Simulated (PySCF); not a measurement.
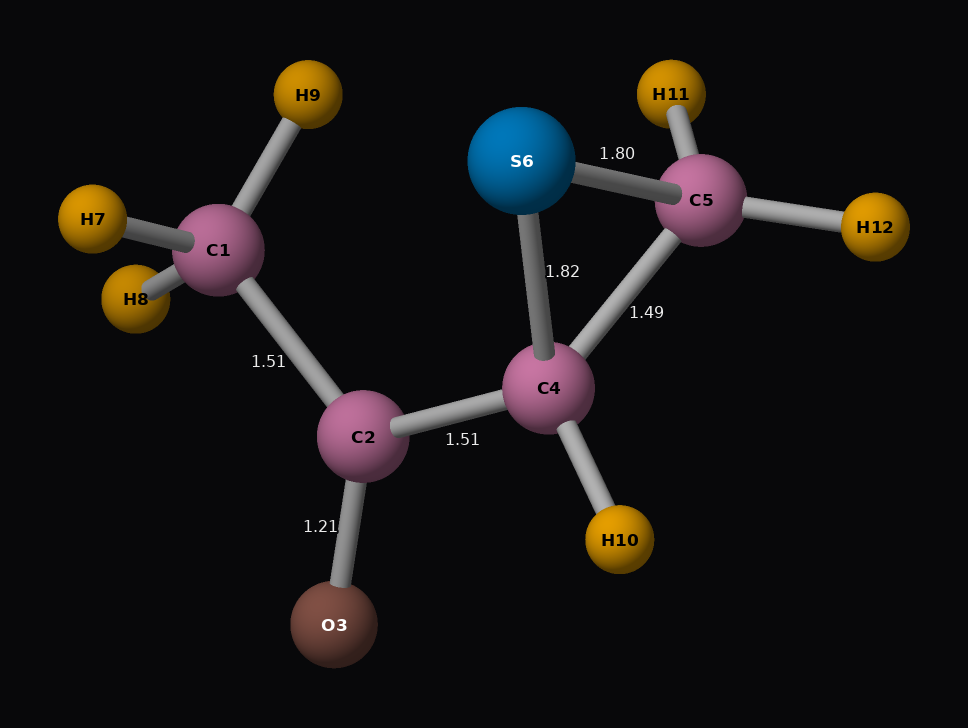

Bond lengths are marked in Å; every bond is drawn as one stick. The computed structure is the end point of a PBE0-D3(BJ)/def2-SVP optimisation. No frequency run is at hand to confirm it as a minimum.

### Assign a bond order to each marked bond.

C1–C2 single; C2–O3 double; C2–C4 single; C4–C5 single; C4–S6 single; C5–S6 single.

### Give the structure as SMILES.

CC(=O)[C@H]1CS1
